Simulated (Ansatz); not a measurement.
# HfC (WC type): a single-point run

Aim: a sound single-point run of HfC (WC type). The structure is shown as the input types it.

Program: Ansatz 0.2.0. Level of theory: DFT r2SCAN, scalar-relativistic, plane waves, PAW. These are calculated values, not measurements.

1 further run of the same task is left out (it didn't finish). Runs told in other sessions of the task aren't counted.

**1. The system as given**

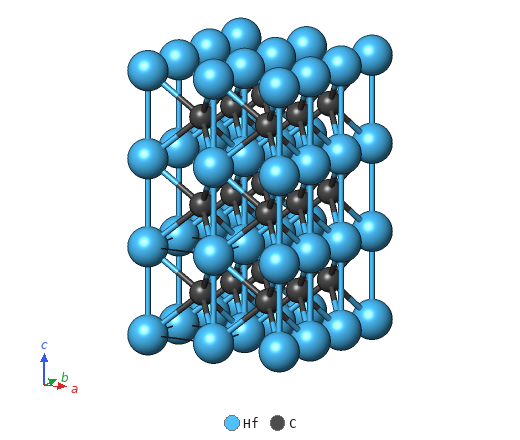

The starting structure, seen slightly off an axis (hafnium blue, carbon dark grey). 2×3×3 cells are drawn. Atoms on the faces are drawn again on the opposite ones.

As a file:

```xyz
2
Lattice="3.2283 0.0000 0.0000 -1.6142 2.7958 0.0000 0.0000 0.0000 2.8990" Properties=species:S:1:pos:R:3 pbc="T T T"
Hf    0.0000    0.0000    0.0000
C     1.6142    0.9319    1.4495
```

**2. The calculation**

Contents of input.yaml:

```yaml
crystal:
  lattice:
    - [3.228348148357, 0.0, 0.0]
    - [-1.614174074178, 2.795831508737, 0.0]
    - [0.0, 0.0, 2.8990069144]
  atoms:
    - { symbol: Hf, position: [-3.700743415525e-17, 0.0, 0.0] }
    - { symbol: C, position: [0.6666666666667, 0.3333333333333, 0.5] }
basis:
  ecutwfc: 500
  ecutrho_ratio: 4
kpoints:
  mp_grids: { grid: [12, 12, 12] }
hamiltonian:
  xc: r2scan
scf:
  occupations: { method: gaussian, width: 0.05 }
  max_iter: 80
output:
  forces: true
  stress: true
```

Run with:

```
$ ansatz run input.yaml --threads 2 --pin off --max-ram 2662MiB --backend cpu --events-out ev --progress --plain --runs-dir out
```

Log:

```text
Error: YAML parse error: error: line 13 column 3: unknown field `mp_grids`, expected one of mp_grid, list, band_path, initial_grid, further_shifts
  --> <input>:13:3
   |
11 |   ecutrho_ratio: 4
12 | kpoints:
13 |   mp_grids: { grid: [12, 12, 12] }
   |   ^ unknown field `mp_grids`, expected one of mp_grid, list, band_path, initial_grid, further_shifts
14 | hamiltonian:
15 |   xc: r2scan
   |
```

It took 0.02 s on 2 threads of Arm Neoverse V2, shared host; peak memory 0.021 GiB.

**3. Reading the log**

Nothing was computed: the input was turned down at the start. It says: «line 13 column 3: unknown field `mp_grids`, expected one of mp_grid, list, band_path, initial_grid, further_shifts»

In the input, kpoints.mp_grids.grid is [12, 12, 12]; kpoints.mp_grid.grid is missing. One keyword is written wrongly, so the input can't be read.

Fix: correct the name of the key.

**4. The mended run**

Besides the cure, the input differs in scf.max_iter, kpoints.band_path, scf.n_extra_bands, output requests.

Contents of input.yaml:

```yaml
crystal:
  lattice:
    - [3.2283481484, 0.0, 0.0]
    - [-1.6141740742, 2.7958315087, 0.0]
    - [0.0, 0.0, 2.8990069144]
  atoms:
    - { symbol: Hf, position: [0.0, 0.0, 0.0] }
    - { symbol: C, position: [0.6666666667, 0.3333333333, 0.5] }
basis:
  ecutwfc: 500
  ecutrho_ratio: 4
kpoints:
  mp_grid: { grid: [12, 12, 12] }
  band_path:
    path:
      - [[0.0, 0.0, 0.0], [0.5, 0.0, 0.0], [0.33333333, 0.33333333, 0.0], [0.0, 0.0, 0.0], [0.0, 0.0, 0.5], [0.5, 0.0, 0.5], [0.33333333, 0.33333333, 0.5], [0.0, 0.0, 0.5]]
      - [[0.5, 0.0, 0.5], [0.5, 0.0, 0.0]]
      - [[0.33333333, 0.33333333, 0.5], [0.33333333, 0.33333333, 0.0]]
    npoints: 14
hamiltonian:
  xc: r2scan
scf:
  occupations: { method: gaussian, width: 0.05 }
  n_extra_bands: 11
output:
  forces: true
  stress: true
  eigenvalues: true
  populations: true
  dos: { projected: true, de: 0.02, nscf_kmesh: { grid: [18, 18, 18] } }
  bader: true
  write_density: true
  write_potential: true
  elf: true
  volumetric_format: npy
```

Run with:

```
$ ansatz run input.yaml --threads 2 --pin off --max-ram 2662MiB --backend cpu --events-out ev --progress --plain --runs-dir out
```

From the output:

```text
[...]
Basis set: ecut = 500 eV, 653 PW (Γ), exchange–correlation on 96×96×96 points (64 copies of the dense FFT grid, shifted against one another)
[...]
k-points: 133 of 1728 (time reversal used)
[...]
SCF iter   1: F=—  HF=-15985.253386 eV  |F-HF|=—  |Δ(HF+E_count)|=         —  Δρ=1.26e-2  dr2=3.41e-2  dr2_τ=1.24e-1  ethr=1.77e-3  ⟨swp⟩=5.3  Hψ=14610  notcnv=0  defer=124
preconditioner: auto → none  [metal: Δε(μ)=0.028 eV  Ē_g=25.833 eV  σ=0.050 eV  W_gap=0.31  n_scr=8 (ndim 8)  ℏωp=38.4 eV  f_vac=0.000  D(μ)=0.25/eV (n_scr^D=0)  sad-step TF]
SCF iter   2: F=—  HF=-15985.283157 eV  |F-HF|=—  |Δ(HF+E_count)|=   2.98e-2  Δρ=7.90e-3  dr2=1.94e-2  dr2_τ=1.19e-3  ethr=1.14e-4  ⟨swp⟩=2.0  Hψ=7346  notcnv=0  defer=640
[...]
SCF iter   7: F=—  HF=-15985.284992 eV  |F-HF|=—  |Δ(HF+E_count)|=   4.08e-6  Δρ=3.37e-5  dr2=2.28e-7  dr2_τ=5.59e-9  ethr=2.67e-8  ⟨swp⟩=2.1  Hψ=4719  notcnv=0  defer=640
SCF iter   8: F=-15985.284992 eV  HF=-15985.284992 eV  |F-HF|=6.40e-10  |Δ(HF+E_count)|=   2.15e-7  Δρ=2.51e-6  dr2=1.14e-9  dr2_τ=9.42e-11  ethr=3.33e-10  ⟨swp⟩=12.7  Hψ=24724  notcnv=0
[...]
SCF converged after 8 iterations
Free energy (F): -15985.284992 eV
[...]
E sigma→0 (E₀):  -15985.284851 eV
[...]
Fermi energy:    19.116805 eV
[...]
  P = ⅓ Tr σ = -0.0071 GPa (-0.071 kbar)
[...]
```

Wall time 30 s (2 threads of Arm Neoverse V2, shared host); peak memory 0.48 GiB.

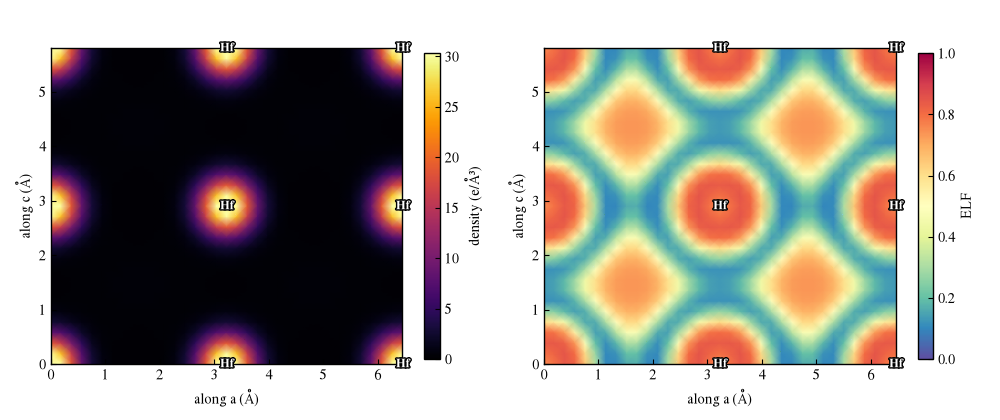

Density (left) and ELF (right) in a lattice plane of the grid's cell (edges 3.23 and 2.90 Å, at 0.000 of the third edge), which holds Hf. Only atoms in the plane are labelled; the density scale stops at 30.31 e/Å³. Both are smooth fields of the valence electrons: close to the nuclei they are not physical.

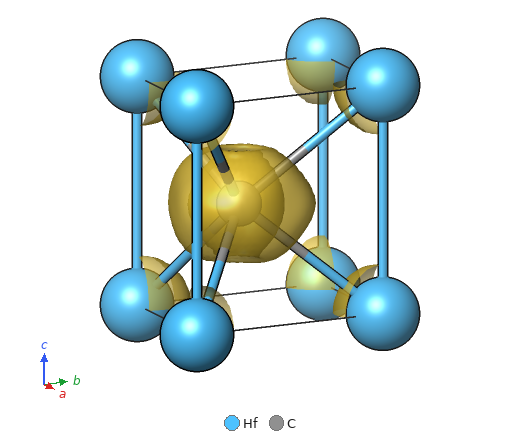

Surface of ELF = 0.77, drawn in one cell.

The highest ELF values outside the cores: 0.83 beside C, off the lines to its neighbours, 0.7 Å from C.

**5. Outcome**

```
                           quantity                      value
                          first try                    refused
                              cause             a misspelt key
                         second try    converged, 8 SCF cycles
energy (zero set by the potentials)             -15985.2850 eV
                           pressure                  -0.01 GPa
                    gap on the mesh  none (metal on this mesh)
                      largest force                 0.000 eV/Å
```

What this shows: The mended input goes through in 8 SCF cycles.
